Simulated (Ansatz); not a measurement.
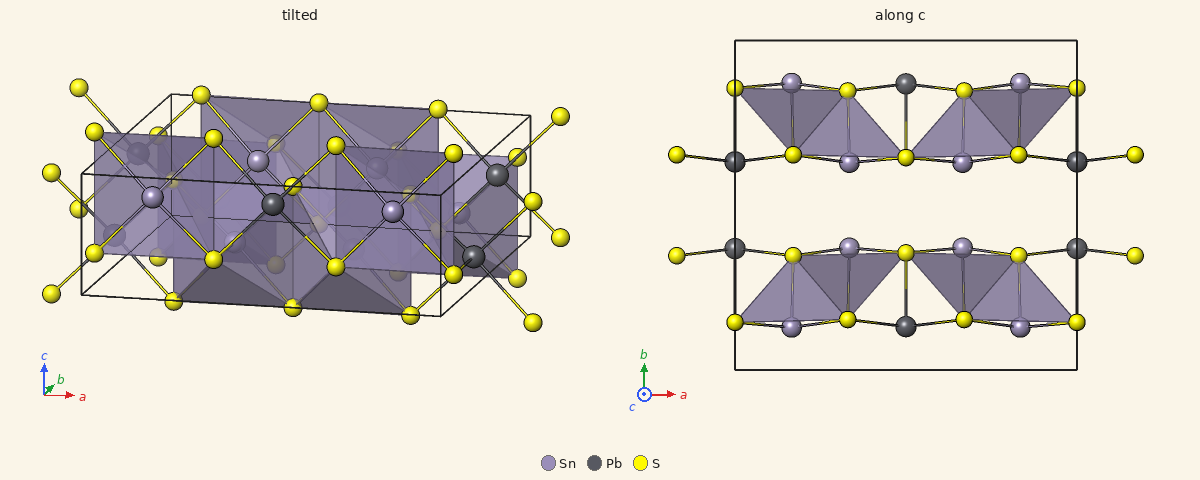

The image is a polyhedral drawing of a crystal, viewed slightly off an axis and along the c axis. The frame is the conventional unit cell; atoms at its boundary are shown with their periodic copies. Some neighbours outside the box are added.

Sn2PbS3, space group Cmcm (No. 63), a = 12.440 Å, b = 11.988 Å, c = 4.175 Å, α = 90.00°, β = 90.00°, γ = 90.00°. The structure was taken from a structure type filled with these elements by a generator (whether the compound takes this form wasn't checked). Earlier steps of the study, as a rule a relaxation of our own, may have changed the cell and positions, so they can lie some per cent off the listed ones. It went into a calculation with Ansatz.

This one geometry was computed with Ansatz (DFT, plane waves, PAW) at three levels of theory: PBE, LDA and r2SCAN.

Which level gives the highest pressure at this volume, and what does that say about its equilibrium volume?

Highest: PBE (0.0 GPa), which points to the largest equilibrium volume. Lowest, with the smallest volume: LDA (-4.4 GPa). Levels within 0.5 GPa of each other can't be told apart.

How does the band gap change with the level of theory?

LDA: a gap of 0.51 eV, indirect; PBE: a gap of 0.62 eV, indirect; r2SCAN: a gap of 0.80 eV, indirect.

Collect the results in a table.

| level | cutoff (eV) | k-mesh of the run's cell | gap (eV) | pressure (GPa) |
| --- | --- | --- | --- | --- |
| PBE | 420 | 4×4×8 | 0.62 | 0.0 |
| LDA | 420 | 4×4×8 | 0.51 | -4.4 |
| r2SCAN | 500 | 4×4×8 | 0.80 | -1.2 |

Gaps are taken on the k-mesh or band path of each run.
